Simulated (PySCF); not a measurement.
**AsGeH6N: NMR shifts and spin-spin couplings**

Wanted: the NMR shifts and spin-spin couplings of AsGeH6N (`[NH2][GeH2][AsH2]`), by calculation.

Computed with PySCF 2.14.0, with density-fitted response routines of our own, on a single molecule in the gas phase. Atoms are numbered from 0 throughout.

## Step 1: Starting geometry

9 atoms, charge 0, multiplicity 1; geometry from: GFN2-xTB.

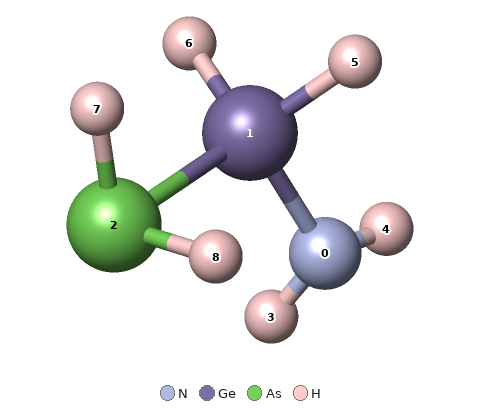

As it starts; nitrogen light blue, germanium purple, arsenic green, hydrogen pink, atoms numbered.

## Step 2: NMR shieldings: PBE0/pcSseg-1

The job: settings as JSON, then the geometry in Å.

```
{"job": {"kind": "nmr", "xc": "PBE0", "basis": "pcSseg-1"}, "charge": 0, "multiplicity": 1}
N     -1.453931     0.778979    -0.086984
Ge    -0.188567    -0.474397     0.314828
As     1.767884     0.070957    -0.927226
H     -1.617108     0.952198    -1.069151
H     -2.350963     0.688430     0.367356
H     -0.132447    -0.406544     1.829945
H     -0.711394    -1.898132     0.050187
H      2.599190    -0.877732    -0.111275
H      2.100897     1.172234     0.034381
```

Level: GIAO PBE0/pcSseg-1 NMR shielding, non-relativistic, gas phase.

What it wrote:

```text
coarse grid: 9680 points
cycle   1  E = -4370.1046125538  dE = -1.421e+00  |g| = 1.127e+00  |ddm| = 2.813e+00
cycle   2  E = -4370.0435906889  dE =  6.102e-02  |g| = 1.116e+00  |ddm| = 1.018e+00
cycle   3  E = -4370.1794909790  dE = -1.359e-01  |g| = 2.138e-01  |ddm| = 7.676e-01
cycle   4  E = -4370.1880293095  dE = -8.538e-03  |g| = 6.140e-02  |ddm| = 1.779e-01
cycle   5  E = -4370.1885817009  dE = -5.524e-04  |g| = 9.437e-03  |ddm| = 4.429e-02
cycle   6  E = -4370.1885967791  dE = -1.508e-05  |g| = 2.160e-03  |ddm| = 9.720e-03
cycle   7  E = -4370.1885974221  dE = -6.429e-07  |g| = 5.326e-04  |ddm| = 2.375e-03
final grid: 69336 points
cycle   8  E = -4370.1831239239  dE = -6.534e-06  |g| = 5.637e-03  |ddm| = 9.809e-03
cycle   9  E = -4370.1831165865  dE =  7.337e-06  |g| = 8.099e-03  |ddm| = 9.437e-03
cycle  10  E = -4370.1831299027  dE = -1.332e-05  |g| = 4.248e-04  |ddm| = 5.880e-03
cycle  11  E = -4370.1831299264  dE = -2.372e-08  |g| = 1.485e-04  |ddm| = 3.472e-04
cycle  12  E = -4370.1831299286  dE = -2.199e-09  |g| = 2.377e-05  |ddm| = 1.124e-04
cycle  13  E = -4370.1831299287  dE = -1.382e-10  |g| = 6.823e-06  |ddm| = 3.585e-05
converged SCF energy = -4370.1831299287

GIAO shielding tensors (ppm)
atom      isotropic    diamagn.    paramagn.     s11        s22        s33       span
  0 N      268.029     317.359     -49.331    224.222    262.275    317.588     93.366
  1 Ge    1401.392    2754.742   -1353.350   1277.501   1365.999   1560.677    283.176
  2 As    2006.372    2876.784    -870.413   1848.343   1997.632   2173.140    324.797
  3 H       32.121      31.479       0.643     23.086     29.625     43.652     20.566
  4 H       31.992      30.667       1.325     22.743     27.159     46.075     23.333
  5 H       26.481      28.782      -2.301     19.886     21.528     38.029     18.143
  6 H       26.131      28.298      -2.167     18.855     21.452     38.086     19.231
  7 H       29.932      28.797       1.134     22.224     24.191     43.380     21.157
  8 H       29.637      28.942       0.695     21.662     24.468     42.781     21.119
```

It took 9.9 s on 1 thread, shared host.

Shifts follow as δ = σ(reference) − σ, with reference shieldings (ppm) from runs at the same level and on the same kind of geometry: 1H TMS 31.72, 15N NH3 267.7, 73Ge GeMe4 1331, 75As AsH3 1989. The references are single molecules in the gas phase, so shifts against H2O, NH3, PH3, H3PO4 or CFCl3 are not on the usual liquid scales and can be off by tens of ppm. Shifts against hydride references such as AlH4− lie on their own scale. Atoms listed in one row are averaged.

```csv
atoms,environment,σ (ppm),δ (ppm)
"H5, H6","hydrogen on a germanium bonded to As, N",26.31,5.41
"H7, H8",hydrogen on an arsenic bonded to Ge,29.78,1.93
"H3, H4",hydrogen on a nitrogen bonded to Ge,32.06,-0.34
N0,"nitrogen bonded to Ge, 2 H",268.0,-0.3
Ge1,"germanium bonded to As, N, 2 H",1401,-70
As2,"arsenic bonded to Ge, 2 H",2006,-18
```

The run also stored atomic charges by several schemes (e):

```csv
atoms,Mulliken,IAO,Hirshfeld,ESP fit
N0,-0.67,-0.81,-0.34,-0.94
Ge1,0.49,0.58,0.30,0.51
As2,-0.27,-0.03,0.05,-0.16
```

Mulliken charges:

```
atom  value (e)
  N0      -0.67
 Ge1       0.49
 As2      -0.27
  H3       0.18
  H4       0.18
  H5      -0.02
  H6      -0.04
  H7       0.07
  H8       0.08
```

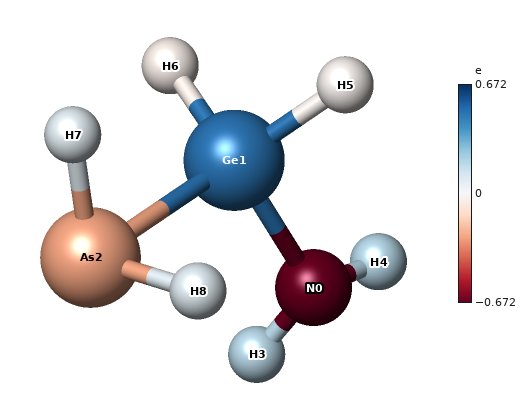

Mulliken charges, as colours on the atoms.

Mayer bond orders: N0–Ge1 0.95, Ge1–As2 0.98.

## Step 3: Spin-spin couplings: B3LYP/pcSseg-1+pcJ-1

Same as in step 2 but for these lines:

```diff
@@ -1,2 +1,2 @@
-{"job": {"kind": "nmr", "xc": "PBE0", "basis": "pcSseg-1"}, "charge": 0, "multiplicity": 1}
+{"job": {"kind": "j", "xc": "B3LYP", "basis": "pcJ-1"}, "charge": 0, "multiplicity": 1}
 N     -1.453931     0.778979    -0.086984
```

Level: B3LYP/pcJ-1 As:pcSseg-1 Ge:pcSseg-1 indirect spin-spin coupling, non-relativistic, gas phase.

What it wrote:

```text
coarse grid: 9680 points
cycle   1  E = -4370.8083788266  dE = -1.398e+00  |g| = 1.221e+00  |ddm| = 2.604e+00
cycle   2  E = -4370.7006061693  dE =  1.078e-01  |g| = 1.307e+00  |ddm| = 1.194e+00
cycle   3  E = -4370.8950553913  dE = -1.944e-01  |g| = 2.743e-01  |ddm| = 9.485e-01
cycle   4  E = -4370.9094302349  dE = -1.437e-02  |g| = 7.605e-02  |ddm| = 2.216e-01
cycle   5  E = -4370.9102040091  dE = -7.738e-04  |g| = 1.370e-02  |ddm| = 5.584e-02
cycle   6  E = -4370.9102355526  dE = -3.154e-05  |g| = 3.070e-03  |ddm| = 1.456e-02
cycle   7  E = -4370.9102369083  dE = -1.356e-06  |g| = 7.795e-04  |ddm| = 3.665e-03
final grid: 69336 points
cycle   8  E = -4370.9041595974  dE = -1.509e-05  |g| = 4.126e-03  |ddm| = 8.815e-03
cycle   9  E = -4370.9041548651  dE =  4.732e-06  |g| = 6.365e-03  |ddm| = 7.313e-03
cycle  10  E = -4370.9041626081  dE = -7.743e-06  |g| = 3.796e-04  |ddm| = 4.644e-03
cycle  11  E = -4370.9041626246  dE = -1.652e-08  |g| = 2.320e-04  |ddm| = 4.863e-04
cycle  12  E = -4370.9041626320  dE = -7.465e-09  |g| = 1.946e-05  |ddm| = 1.967e-04
cycle  13  E = -4370.9041626321  dE = -6.366e-11  |g| = 9.047e-06  |ddm| = 2.872e-05
converged SCF energy = -4370.9041626321

Indirect spin-spin couplings (Hz)
  i      j    bonds     total        FC       PSO       DSO        SD
  0 N    3 H    1    -71.822   -67.794    -3.123    -0.472    -0.432
  0 N    4 H    1    -73.944   -70.012    -3.042    -0.456    -0.435
  0 N    5 H    2    -10.292   -10.441    -0.037     0.170     0.016
  0 N    6 H    2      0.454     0.223    -0.085     0.296     0.019
  0 N    7 H    3     -4.850    -5.134    -0.053     0.329     0.008
  0 N    8 H    3      0.167     0.149     0.006     0.013    -0.001
  3 H    4 H    2     -7.236    -9.820     5.664    -3.546     0.466
  3 H    5 H    3     10.825    12.806     2.320    -4.283    -0.018
  3 H    6 H    3     -2.484    -1.640     0.872    -1.729     0.014
  3 H    7 H    4     -2.194    -0.268     0.952    -2.880     0.002
  3 H    8 H    4     -0.351    -0.051     0.385    -0.685    -0.000
  4 H    5 H    3     -0.264    -0.277     0.309    -0.328     0.032
  4 H    6 H    3     -2.068    -1.559     0.569    -1.103     0.025
  4 H    7 H    4      0.701     2.215     1.171    -2.696     0.012
  4 H    8 H    4     -0.973    -0.508     1.071    -1.524    -0.011
  5 H    6 H    2     21.070    23.130     0.812    -2.934     0.062
  5 H    7 H    3      2.317     2.334     0.019    -0.042     0.008
  5 H    8 H    3      6.382     6.040    -0.132     0.460     0.015
  6 H    7 H    3     -1.387    -1.054     0.161    -0.502     0.008
  6 H    8 H    3      7.399    10.330     1.141    -4.082     0.010
  7 H    8 H    2    -13.232   -13.652     0.532    -0.226     0.114
```

Run time: 26 s. Hardware: 1 thread, shared host.

Couplings of 1 Hz or more, nine at most for each number of bonds, with means over like pairs (isotopes 1H, 15N):

| pair | bonds | J (Hz) | Fermi contact (Hz) |
| --- | --- | --- | --- |
| N0–H3 | 1 | -72.9 | -68.9 |
| H5–H6 | 2 | 21.1 | 23.1 |
| H7–H8 | 2 | -13.2 | -13.7 |
| H3–H4 | 2 | -7.2 | -9.8 |
| N0–H5 | 2 | -4.9 | -5.1 |
| H5–H7 | 3 | 3.7 | 4.4 |
| N0–H7 | 3 | -2.3 | -2.5 |
| H3–H5 | 3 | 1.5 | 2.3 |

The response was solved for the nuclei of H, N alone, so couplings that need other nuclei can be missing.

Quadrupole couplings from the field gradients of the same density:

```
atom  isotope  eQq/h (MHz)     η
 As2     75As       -144.6  0.28
 Ge1     73Ge        -24.3  0.90
  N0      14N       -4.946  0.15
```

Shifts (PBE0/pcSseg-1, unscaled) and these couplings together give the proton spectrum at 500 MHz below. Couplings to quadrupolar nuclei are left out.

1H NMR δ 5.41 (t, J = 3.7 Hz, 2H), 1.93 (t, J = 3.7 Hz, 2H), -0.34 (br s, 2H). The letters are first-order; like nuclei with unlike couplings give more lines.

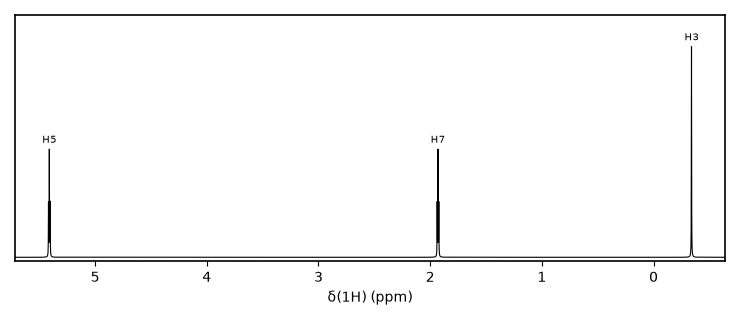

Simulated proton spectrum at 500 MHz, by exact diagonalisation of each spin system; lines 1.2 Hz wide, exchangeable protons uncoupled.

## Step 4: Results

| quantity | value |
| --- | --- |
| 1H shifts against TMS (PBE0/pcSseg-1, means over atoms taken as alike) | 5.41, 1.93, -0.34 ppm |
| 15N shifts against NH3 (PBE0/pcSseg-1) | -0.3 ppm |
| 73Ge shifts against GeMe4 (PBE0/pcSseg-1) | -70 ppm |
| 75As shifts against AsH3 (PBE0/pcSseg-1) | -18 ppm |
| largest coupling of the table (B3LYP/pcSseg-1+pcJ-1) | 1J(N,H) N0–H3, -72.9 Hz |

At PBE0/pcSseg-1: The widest tensor belongs to As2: span 325 ppm, with a paramagnetic part of -870 ppm. In the run at B3LYP/pcSseg-1+pcJ-1, the largest coupling of the table is N0–H3 (mean over like pairs), -72.9 Hz, of which the Fermi-contact term gives -68.9 Hz. Spin-orbit coupling is left out, which matters for shieldings and couplings at and beside the heavy atoms.
